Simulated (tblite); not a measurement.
# Run report: C4H4ClSi2, geometry relaxation

The run: geometry relaxation of C4H4ClSi2, multiplicity 2. Method and program: GFN2-xTB geometry optimisation, gas phase (tblite 0.8.0).

It belongs to a series of runs on one base structure; here: H removed from Si.

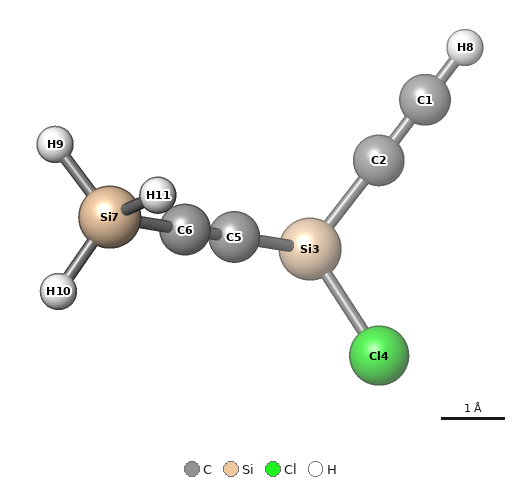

**Figure 1.** The starting structure (ball-and-stick view, seen at a tilt; atoms are numbered from 1 in the order of the input).

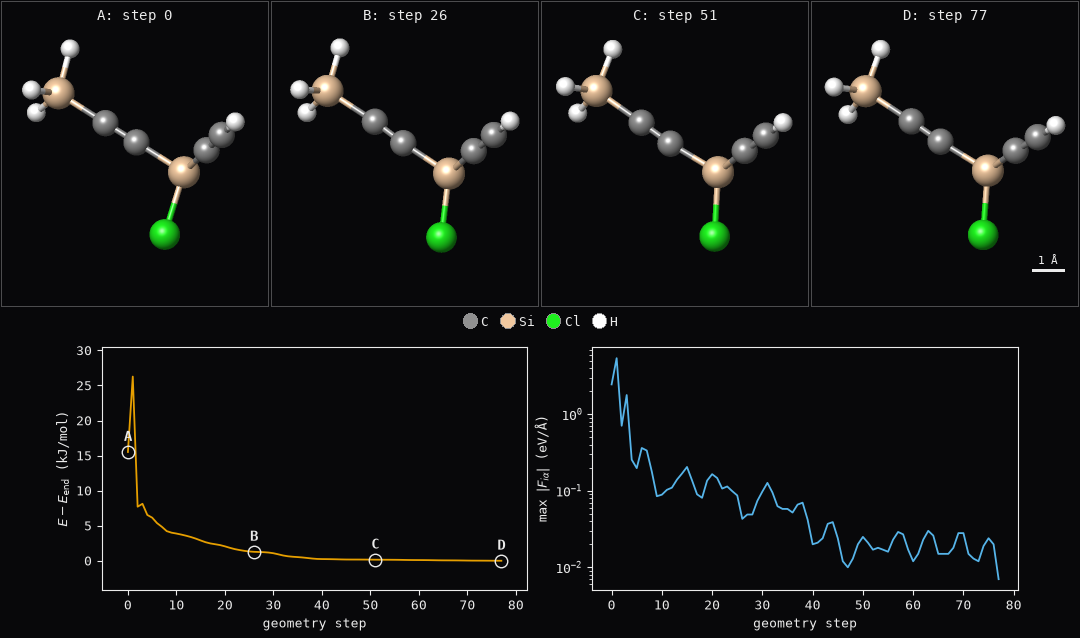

**Figure 2.** Frames of the relaxation (ball-and-stick view, seen at a tilt) above the curves, on which the letters mark them (steps are counted from 0).

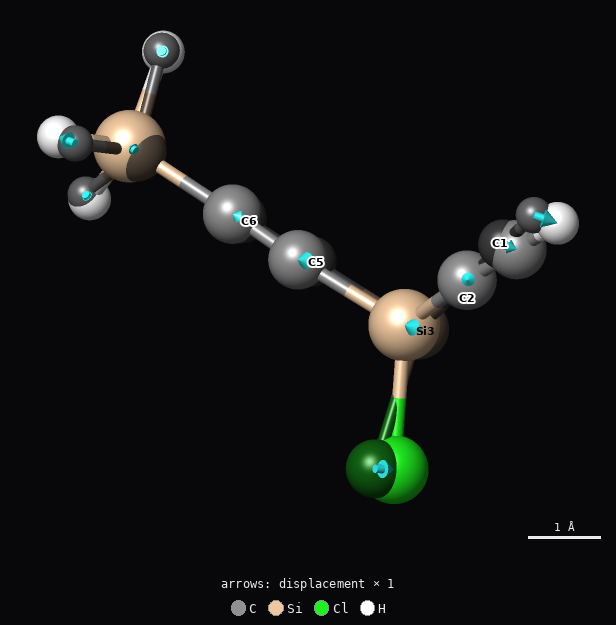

**Figure 3.** Start (faint) and end (solid) with the displacements as teal arrows, at true length (ball-and-stick view, seen at a tilt). The two geometries are laid on each other by the best rigid fit. Over 77 geometry steps the energy falls by 15.5 kJ/mol. The largest force component goes from 2.5 to 0.007 eV/Å. H8 moves most after the best rigid fit: 0.35 Å. By element the largest moves are H 0.35 Å, Cl 0.33 Å, C 0.30 Å, Si 0.29 Å. Distances before and after: Si3–Cl4 2.087 → 2.033 Å, Si7–H9 1.489 → 1.465 Å, Si3–C5 1.841 → 1.817 Å, C1–C2 1.229 → 1.207 Å. Among the angles that change: Cl4–Si3–C5 107.1° → 115.9°, Si3–C5–C6 179.6° → 171.2°, C1–C2–Si3 179.5° → 172.9°. (Atoms are counted from 1 in the order of the input.)

These pictures come from the run below.

## Input file
```
{"job": {"kind": "relax", "xc": "GFN2-xTB", "basis": "xTB"}, "charge": 0, "multiplicity": 2}
C      3.352300    -0.289900     1.666200
C      2.737400     0.119800     0.684300
Si     1.822400     0.727000    -0.751000
Cl     2.465600    -0.286600    -2.458500
C      0.025200     0.378100    -0.561000
C     -1.145100     0.149200    -0.444900
Si    -2.926600    -0.194500    -0.249600
H      3.891100    -0.633800     2.512200
H     -3.476500     0.553400     0.914900
H     -3.698300     0.143700    -1.451500
H     -3.042000    -1.623800     0.112900
```

The first line tells a small driver script what to run in tblite; the rest is the geometry in Å.

Launch command:
```bash
OMP_NUM_THREADS=1 python <driver script> task.json out
```

## The program's output
```
step      E/eV     max force
  0    -501.98897    3.050
  1    -501.87753    6.779
  2    -502.06985    0.736
  3    -502.06555    1.801
  4    -502.08205    0.258
  5    -502.08604    0.203
  6    -502.09408    0.381
  7    -502.09956    0.354
  8    -502.10596    0.212
  9    -502.10826    0.109
 10    -502.10955    0.111
 11    -502.11106    0.120
 12    -502.11277    0.151
 13    -502.11472    0.161
 14    -502.11706    0.173
 15    -502.11977    0.218
 16    -502.12232    0.180
 17    -502.12416    0.107
 18    -502.12535    0.125
 19    -502.12659    0.163
 20    -502.12844    0.179
 21    -502.13059    0.171
 22    -502.13250    0.116
 23    -502.13393    0.123
 24    -502.13511    0.100
 25    -502.13604    0.089
 26    -502.13654    0.059
 27    -502.13680    0.055
 28    -502.13708    0.056
 29    -502.13762    0.089
 30    -502.13864    0.126
 31    -502.14024    0.168
 32    -502.14196    0.118
 33    -502.14315    0.083
 34    -502.14384    0.070
 35    -502.14433    0.063
 36    -502.14491    0.070
 37    -502.14568    0.076
 38    -502.14648    0.083
 39    -502.14707    0.053
 40    -502.14727    0.025
 41    -502.14734    0.025
 42    -502.14744    0.035
 43    -502.14760    0.047
 44    -502.14780    0.047
 45    -502.14792    0.027
 46    -502.14796    0.013
 47    -502.14797    0.011
 48    -502.14799    0.014
 49    -502.14804    0.021
 50    -502.14811    0.028
 51    -502.14819    0.024
 52    -502.14824    0.017
 53    -502.14827    0.019
 54    -502.14829    0.018
 55    -502.14833    0.020
 56    -502.14841    0.029
 57    -502.14854    0.037
 58    -502.14865    0.033
 59    -502.14871    0.021
 60    -502.14874    0.019
 61    -502.14878    0.018
 62    -502.14885    0.029
 63    -502.14897    0.035
 64    -502.14909    0.029
 65    -502.14916    0.017
 66    -502.14919    0.017
 67    -502.14922    0.017
 68    -502.14927    0.018
 69    -502.14936    0.028
 70    -502.14947    0.028
 71    -502.14955    0.018
 72    -502.14958    0.016
 73    -502.14960    0.016
 74    -502.14964    0.023
 75    -502.14969    0.026
 76    -502.14974    0.020
 77    -502.14976    0.007
```

## Trajectory as extended XYZ (Å, eV, eV/Å), 10 of the 78 frames kept, from step=0 to step=77
```
11
Properties=species:S:1:pos:R:3:forces:R:3 step=0 energy=-501.98897
C     3.3523   -0.2899    1.6662   -0.9560   0.7630  -1.6000
C     2.7374    0.1198    0.6843    1.4780  -1.0330   2.4600
Si    1.8224    0.7270   -0.7510   -0.3970  -0.2950  -0.9520
Cl    2.4656   -0.2866   -2.4585   -0.0650   0.3300   0.3150
C     0.0252    0.3781   -0.5610    1.7240   0.3580  -0.0880
C    -1.1451    0.1492   -0.4449   -1.0860  -0.0180   0.0310
Si   -2.9266   -0.1945   -0.2496   -0.9070  -0.2790   0.5970
H     3.8911   -0.6338    2.5122   -0.1660   0.1050  -0.2730
H    -3.4765    0.5534    0.9149    0.2190  -0.0430  -0.3170
H    -3.6983    0.1437   -1.4515    0.1470  -0.0300   0.0150
H    -3.0420   -1.6238    0.1129    0.0080   0.1430  -0.1890
11
Properties=species:S:1:pos:R:3:forces:R:3 step=9 energy=-502.10826
C     3.3666   -0.2641    1.6658    0.0000  -0.0200   0.0150
C     2.7365    0.1003    0.7064    0.0080  -0.0850   0.0130
Si    1.8106    0.6417   -0.7753   -0.0260   0.0640  -0.0100
Cl    2.4976   -0.2436   -2.4727    0.0660   0.0150  -0.0850
C     0.0233    0.3715   -0.5376   -0.0250  -0.0800  -0.0140
C    -1.1769    0.2058   -0.4502   -0.0270  -0.0020   0.0630
Si   -2.9580   -0.2135   -0.2075   -0.0260   0.0340  -0.0020
H     3.8880   -0.6236    2.5039    0.0590   0.0550   0.0500
H    -3.4596    0.5926    0.9102    0.0060  -0.0440  -0.0080
H    -3.6650    0.1278   -1.4438   -0.0260  -0.0180  -0.0170
H    -3.0578   -1.6524    0.0750   -0.0090   0.0820  -0.0040
11
Properties=species:S:1:pos:R:3:forces:R:3 step=17 energy=-502.12416
C     3.3743   -0.2664    1.6741    0.0160   0.0190  -0.0160
C     2.7295    0.0258    0.6986    0.0530  -0.0230   0.0340
Si    1.8050    0.5866   -0.7772   -0.0900  -0.0210   0.0540
Cl    2.5544   -0.1738   -2.5073    0.0260   0.0190  -0.0520
C     0.0175    0.3033   -0.5454   -0.0500   0.0060  -0.0120
C    -1.1893    0.2271   -0.4094    0.0150  -0.0780  -0.0690
Si   -2.9790   -0.1883   -0.2088    0.0560  -0.0040   0.0250
H     3.9253   -0.5556    2.5215    0.0060   0.0100   0.0190
H    -3.4720    0.5967    0.9279   -0.0430  -0.0170  -0.0650
H    -3.6794    0.1153   -1.4620    0.0200   0.0560   0.0590
H    -3.0807   -1.6280    0.0621   -0.0100   0.0330   0.0220
11
Properties=species:S:1:pos:R:3:forces:R:3 step=26 energy=-502.13654
C     3.4073   -0.2563    1.6864    0.0030   0.0080   0.0000
C     2.7514   -0.0456    0.6959    0.0090   0.0240   0.0100
Si    1.7980    0.5048   -0.7634   -0.0430   0.0130   0.0380
Cl    2.6026   -0.0717   -2.5374   -0.0010   0.0030  -0.0130
C     0.0078    0.2350   -0.5707   -0.0240  -0.0370   0.0020
C    -1.2009    0.1801   -0.4308    0.0290  -0.0210   0.0110
Si   -2.9979   -0.1793   -0.2027    0.0280   0.0030  -0.0030
H     3.9649   -0.4863    2.5480    0.0040  -0.0090  -0.0160
H    -3.5265    0.6091    0.9143    0.0430   0.0070  -0.0140
H    -3.6859    0.1664   -1.4486   -0.0090  -0.0020  -0.0110
H    -3.1153   -1.6137    0.0830   -0.0400   0.0100  -0.0050
11
Properties=species:S:1:pos:R:3:forces:R:3 step=34 energy=-502.14384
C     3.4397   -0.2307    1.6954    0.0030  -0.0280  -0.0110
C     2.7754   -0.0305    0.7084   -0.0070  -0.0140  -0.0020
Si    1.7811    0.4766   -0.7378   -0.0200   0.0160   0.0110
Cl    2.6058    0.0145   -2.5337    0.0340  -0.0060  -0.0200
C     0.0058    0.1228   -0.5785    0.0030   0.0480   0.0510
C    -1.2038    0.0962   -0.4346   -0.0110  -0.0580  -0.0300
Si   -3.0137   -0.1847   -0.2173    0.0160   0.0190   0.0230
H     4.0093   -0.4712    2.5461    0.0100   0.0280  -0.0030
H    -3.4755    0.6517    0.8914   -0.0030   0.0180   0.0400
H    -3.6949    0.2009   -1.4540    0.0000  -0.0200  -0.0410
H    -3.2238   -1.6031    0.0886   -0.0260  -0.0040  -0.0180
11
Properties=species:S:1:pos:R:3:forces:R:3 step=43 energy=-502.14760
C     3.4569   -0.2298    1.6917   -0.0110   0.0030  -0.0220
C     2.7816   -0.0307    0.7114    0.0200  -0.0210   0.0370
Si    1.7737    0.4727   -0.7261   -0.0050   0.0020  -0.0040
Cl    2.6171    0.0524   -2.5263    0.0030  -0.0020   0.0100
C     0.0039    0.0945   -0.5594   -0.0190   0.0120   0.0010
C    -1.2075    0.0307   -0.4458    0.0140   0.0030   0.0100
Si   -3.0260   -0.1847   -0.2210    0.0320   0.0000   0.0070
H     4.0369   -0.4519    2.5409   -0.0010   0.0110  -0.0210
H    -3.4461    0.6742    0.8889   -0.0080   0.0020   0.0070
H    -3.6911    0.2078   -1.4644   -0.0080   0.0080  -0.0280
H    -3.2939   -1.5927    0.0842   -0.0170  -0.0170   0.0040
11
Properties=species:S:1:pos:R:3:forces:R:3 step=51 energy=-502.14819
C     3.4665   -0.2277    1.6889    0.0110  -0.0020   0.0030
C     2.7792   -0.0407    0.7153   -0.0120   0.0080  -0.0180
Si    1.7707    0.4689   -0.7196    0.0020  -0.0030  -0.0080
Cl    2.6233    0.0603   -2.5181   -0.0020  -0.0010   0.0070
C     0.0004    0.0922   -0.5607    0.0060  -0.0020   0.0120
C    -1.2094    0.0209   -0.4377   -0.0070   0.0060   0.0030
Si   -3.0293   -0.1850   -0.2213   -0.0210  -0.0010  -0.0120
H     4.0570   -0.4416    2.5317    0.0140  -0.0040   0.0120
H    -3.4517    0.6756    0.8879   -0.0010  -0.0040  -0.0130
H    -3.6814    0.2099   -1.4736    0.0070   0.0050   0.0120
H    -3.3199   -1.5902    0.0813    0.0040  -0.0010   0.0020
11
Properties=species:S:1:pos:R:3:forces:R:3 step=60 energy=-502.14874
C     3.4882   -0.2276    1.6802    0.0030   0.0100   0.0050
C     2.7796   -0.0310    0.7239    0.0100  -0.0120  -0.0100
Si    1.7626    0.4667   -0.7089    0.0040   0.0040   0.0040
Cl    2.6218    0.0514   -2.5028   -0.0100  -0.0020   0.0040
C    -0.0061    0.0873   -0.5421    0.0040   0.0030   0.0030
C    -1.2167    0.0203   -0.4231   -0.0010   0.0010   0.0000
Si   -3.0390   -0.1852   -0.2279   -0.0050   0.0010  -0.0010
H     4.0931   -0.4405    2.5134    0.0060  -0.0030   0.0050
H    -3.4771    0.6720    0.8771   -0.0020   0.0070  -0.0060
H    -3.6668    0.2186   -1.4893   -0.0070  -0.0070   0.0090
H    -3.3343   -1.5896    0.0737    0.0000  -0.0020  -0.0120
11
Properties=species:S:1:pos:R:3:forces:R:3 step=68 energy=-502.14927
C     3.5108   -0.2230    1.6755    0.0030  -0.0050   0.0010
C     2.7918   -0.0316    0.7257    0.0060  -0.0010   0.0120
Si    1.7581    0.4690   -0.6948    0.0070  -0.0070   0.0150
Cl    2.6076    0.0355   -2.4894   -0.0150   0.0010  -0.0060
C    -0.0109    0.0918   -0.5179    0.0120   0.0050  -0.0070
C    -1.2225    0.0266   -0.4089   -0.0180   0.0000   0.0010
Si   -3.0474   -0.1839   -0.2345    0.0100  -0.0100   0.0020
H     4.1259   -0.4415    2.5003   -0.0050   0.0080  -0.0090
H    -3.5046    0.6726    0.8631    0.0040  -0.0040   0.0020
H    -3.6654    0.2196   -1.5002   -0.0040  -0.0020  -0.0070
H    -3.3381   -1.5925    0.0550    0.0000   0.0150  -0.0030
11
Properties=species:S:1:pos:R:3:forces:R:3 step=77 energy=-502.14976
C     3.5437   -0.2212    1.6751    0.0040   0.0020  -0.0040
C     2.8069   -0.0377    0.7373   -0.0020  -0.0040   0.0020
Si    1.7534    0.4574   -0.6695   -0.0060   0.0030  -0.0030
Cl    2.5732    0.0349   -2.4808   -0.0020   0.0000   0.0010
C    -0.0171    0.0885   -0.4944   -0.0060  -0.0020   0.0020
C    -1.2304    0.0257   -0.4003    0.0070  -0.0020   0.0000
Si   -3.0572   -0.1822   -0.2477    0.0030   0.0030   0.0020
H     4.1757   -0.4296    2.4892   -0.0020   0.0000   0.0040
H    -3.5229    0.6726    0.8475    0.0010   0.0020   0.0030
H    -3.6622    0.2232   -1.5191    0.0010   0.0010  -0.0050
H    -3.3576   -1.5890    0.0367    0.0030  -0.0030   0.0000
```

## Key numbers

| quantity | value |
| --- | --- |
| outcome | converged |
| total energy | −502.1498 eV |
| hardware | 1 CPU thread, shared host |
| wall time | 0.64 s |
| peak memory | 0.18 GiB |
